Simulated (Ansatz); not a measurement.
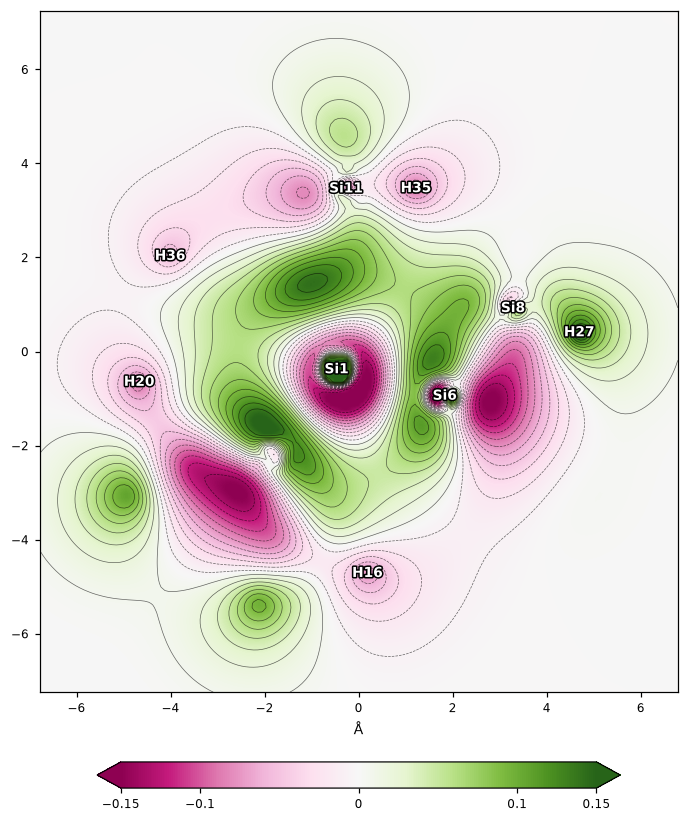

Figure 1: H₂₈Si₁₃ (SMILES [SiH]([Si]([SiH3])([SiH3])[SiH3])([Si]([SiH3])([SiH3])[SiH3])[Si]([SiH3])([SiH3])[SiH3]). The LUMO on the plane of atoms Si6, Si8 and H27 (values in Å⁻³ᐟ²; the overall sign is arbitrary).

Method: Ansatz 0.2.0, DFT PBE, Gaussian basis def2-SVP.

```xyz
41

Si   -1.4049   -0.8137   -0.0810
Si   -2.5352    1.0620   -0.9909
Si   -3.5859    2.4304    0.6241
Si   -4.3252    0.3172   -2.3409
Si   -1.1253    2.4526   -2.2741
Si   -0.2237   -0.2635    1.9005
Si    1.0031    1.7436    1.7131
Si    1.2813   -1.9364    2.6224
Si   -1.7502   -0.0720    3.6934
Si   -0.0099   -1.8707   -1.6813
Si    0.3488   -4.1169   -1.0435
Si   -0.9730   -2.0467   -3.8322
Si    2.0768   -0.7986   -1.9366
H    -2.4686   -1.8191    0.3060
H    -4.3334    3.5135   -0.1114
H    -2.5968    3.0817    1.5518
H    -4.5745    1.6360    1.4352
H    -5.2891   -0.4792   -1.5010
H    -5.0531    1.5086   -2.9083
H    -3.8581   -0.5452   -3.4817
H     0.0411    2.9377   -1.4550
H    -0.5987    1.7309   -3.4850
H    -1.9180    3.6485   -2.7341
H     0.0935    2.9244    1.5068
H     1.7814    1.9531    2.9861
H     1.9739    1.6747    0.5644
H     1.8777   -1.4807    3.9298
H     2.4001   -2.1593    1.6416
H     0.5618   -3.2381    2.8548
H    -2.7766    1.0018    3.4548
H    -2.4646   -1.3839    3.8871
H    -0.9983    0.2569    4.9574
H     1.2202   -4.7955   -2.0689
H    -0.9723   -4.8382   -0.9829
H     1.0169   -4.2273    0.3000
H    -2.2734   -2.8030   -3.7752
H    -1.2117   -0.7018   -4.4627
H    -0.0113   -2.8162   -4.7016
H     1.8955    0.6450   -2.3239
H     2.8449   -1.4950   -3.0298
H     2.8838   -0.8611   -0.6681
```

What is the character of this orbital?

Answer. It lies mainly on Si1 (about 20 %), Si2 (about 10 %), Si6 (about 10 %) and Si10 (about 10 %). Its energy is −1.86 eV.
